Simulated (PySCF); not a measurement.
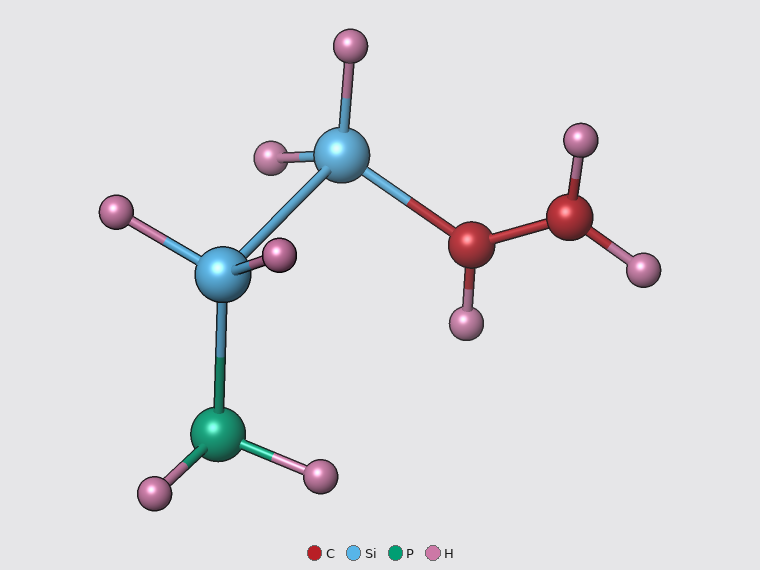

Charge +1, doublet. Computed geometry: GFN2-xTB optimisation. No frequency run is at hand to confirm it as a minimum. Method: UKS B3LYP, pcH-1 on C H P Si, non-relativistic (PySCF 2.14.0).

### Give the ⟨S²⟩ of the determinant at this level.

0.756.

### Give the isotropic g value at this level.

2.00946.

The geometry is semi-empirical. Around P, Si such bond lengths and angles can be off by a tenth of an ångström or more and by several degrees, and values that hang on the shape move with them.
